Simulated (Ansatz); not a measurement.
Run report: GeH₅ClF₂, single-point calculation

System: GeH₅ClF₂.
Method: RKS PBE0-D4/def2-TZVPP (Ansatz 0.2.0).

The geometry is the product side of a reaction. The reaction was set up to form Ge1–F7, H6–F9 and Cl2–H8 and to break Ge1–Cl2, H6–F7 and H8–F9 (atoms counted from 1 in the order of the input); sticks are drawn by distance alone. The geometry comes from this level: PBE0-D4/def2-TZVP.

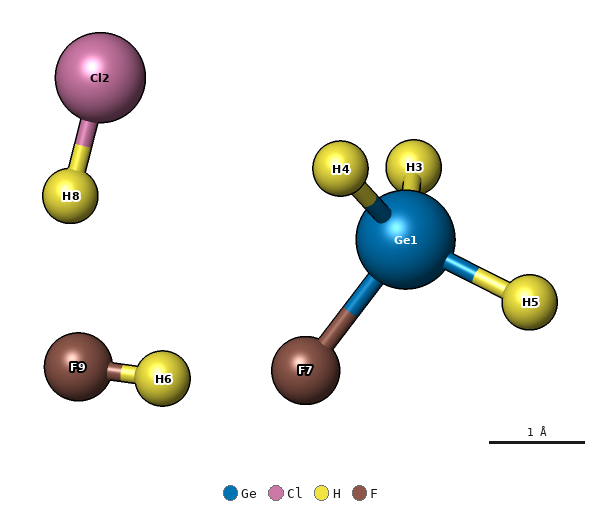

The structure (ball-and-stick view, seen at a tilt; atoms are numbered from 1 in the order of the input). Sticks mark near contacts. Bond lengths as drawn: Cl–H 1.30 Å, F–Ge 1.78 Å, F–H 0.94 Å and Ge–H 1.53 Å.

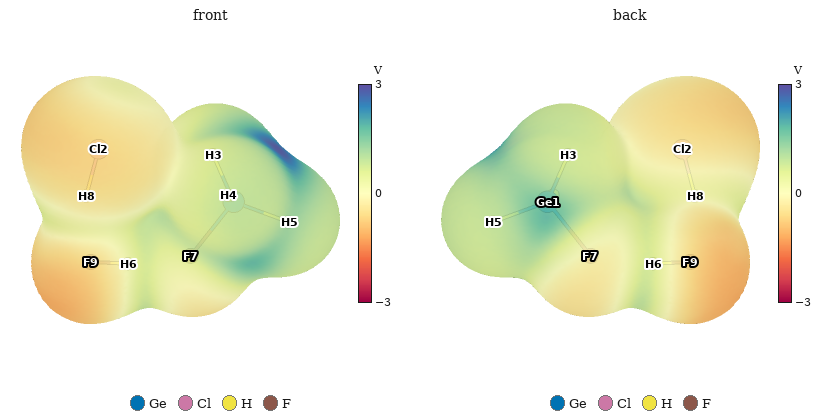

The molecular electrostatic potential painted on the density surface at 0.002 e/bohr³, seen at a tilt and from behind; red is negative and blue positive.

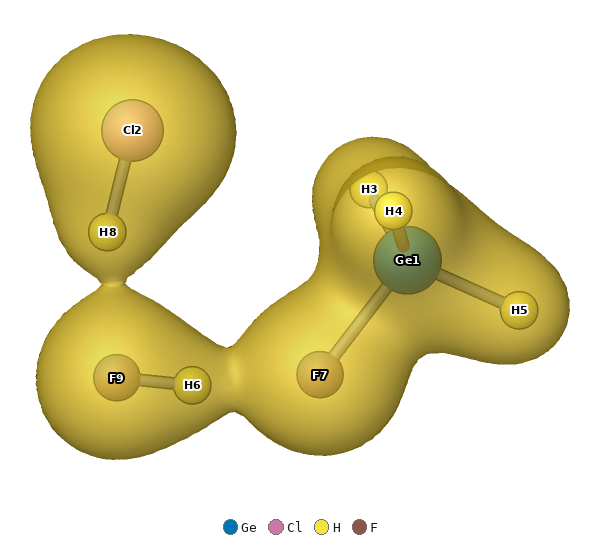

Isosurface of the electron density at 0.2 e/Å³ (yellow), seen face on. At this value the surface is in one piece. On the grid the lowest density along these lines, outside the cores, is 0.33 e/Å³ (F···H, 1.59 Å), 0.84 e/Å³ (Ge–F, 1.78 Å), 2.3 e/Å³ (F–H, 0.94 Å) and 1.6 e/Å³ (Cl–H, 1.30 Å).

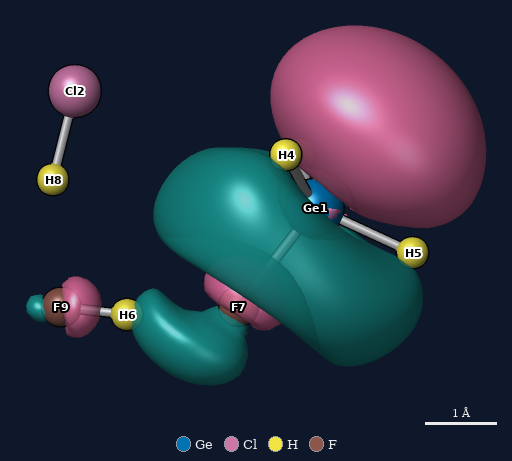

The LUMO at ±0.08 Å⁻³ᐟ² (teal and pink are the two phases), seen at a tilt. By Hirshfeld shares it lies mainly on Ge1 (65 %) and F7 (10 %). Its energy is −0.89 eV.

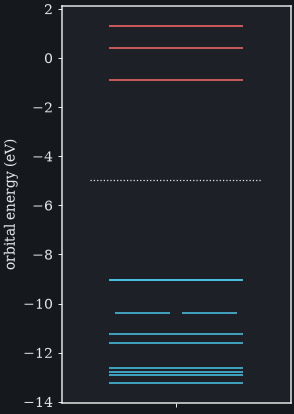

Orbital energies near the frontier; the dotted line parts filled from empty levels, and levels within 0.02 eV of each other stand side by side. Highest filled −9.04 eV, lowest empty −0.89 eV, 8.15 eV apart.

The input and output of the run follow.

Input file:
```yaml
crystal:
  periodic: [false, false, false]
  atoms:
    - {symbol: Ge, position_ang: [-0.987834, -0.883896, -0.789128]}
    - {symbol: Cl, position_ang: [1.367508, -0.514860, 2.172544]}
    - {symbol: H, position_ang: [0.254657, -1.767291, -0.864582]}
    - {symbol: H, position_ang: [-1.686478, -0.877475, 0.567966]}
    - {symbol: H, position_ang: [-1.942158, -1.059592, -1.973106]}
    - {symbol: H, position_ang: [0.642204, 1.652290, -0.156432]}
    - {symbol: F, position_ang: [-0.385860, 0.776192, -1.004576]}
    - {symbol: H, position_ang: [1.476503, 0.644421, 1.599840]}
    - {symbol: F, position_ang: [1.261457, 2.030211, 0.447472]}
basis:
  gaussian: {orbitals: def2-TZVPP}
hamiltonian: {xc: pbe0, dispersion: d4}
output: {orbitals: {seedname: orbitals}}
```

Launch command:
```bash
ansatz run in.yaml --threads 8 --pin off --events-out ev --progress --plain --max-ram 19148MiB
```

The program's output:
```
Functional definition: PBE0
  name "PBE0"
  cite "Adamo & Barone, J. Chem. Phys. 110, 6158 (1999) doi:10.1063/1.478522"
  cite "Perdew, Burke & Ernzerhof, Phys. Rev. Lett. 77, 3865 (1996) doi:10.1103/PhysRevLett.77.3865"
  parent pbe
  parameter a = 0.25
  parameter kappa = 0.804
  parameter beta = 0.06672455060314922
  exchange = (1 - a)*pbe_x(kappa = kappa, mu = beta*pi^2/3) + a*exact_x
  correlation = pbe_c(beta = beta)
1333 factors; their error is unknown
mean field evaluation 1: about -74540.9275 eV, gradient 4.5e1 eV
mean field evaluation 2: about -74538.1049 eV, gradient 6.6e1 eV
mean field evaluation 4: about -74543.5035 eV, gradient 2.1e0 eV
mean field evaluation 8: about -74543.5043 eV, gradient 4.2e-2 eV
mean field -74543.83039843 eV, -2739.4352395191 hartree, gradient 7.4e-5 eV, S^2 0.000000; 0 other end points of the search recorded, 0 dependent functions left out
reference -74543.83042676 eV, -2739.4352405604 hartree; 36, 36 occupied and 186, 186 virtual orbitals, 1333 factors
Total energy: -74543.94339532 eV, -2739.4393920783 hartree
```

Results in brief:

- outcome: converged
- total energy: −74543.9434 eV
- mean-field energy: −74543.8304 eV
- dispersion energy: −0.1130 eV
- SCF solution under orbital rotations: stable
- HOMO: −9.04 eV
- LUMO: −0.89 eV
- hardware: 8 threads of Arm Neoverse V2, 23 GiB of memory available, shared host
- wall time: 1.4 s (CPU time 9.2 s)
- peak memory: 0.57 GiB
